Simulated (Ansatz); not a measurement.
Base system: InP in the zinc blende structure (space group F-43m, No. 216; a = 5.827 Å). Axes: x, y, z lie along the cube axes.

It is then changed as follows: the cell is compressed by 0.50 % along z with no lateral relaxation; the atoms relax in the strained cell.

Method: plane-wave PAW DFT at the LDA level (Ansatz, a first-principles code, 420 eV), spin-orbit coupling left out.

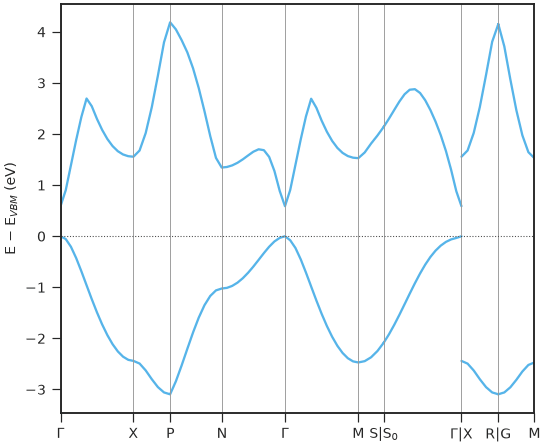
Figure. Highest valence and lowest conduction band along the path of the changed cell's own zone

Q: From the figure, how large is the changed gap, and is it direct?

A: About 0.6 eV, direct at Γ.

Whether these cells are dynamically stable was not tested. Labels are those of the standard path for the cell's own space group.
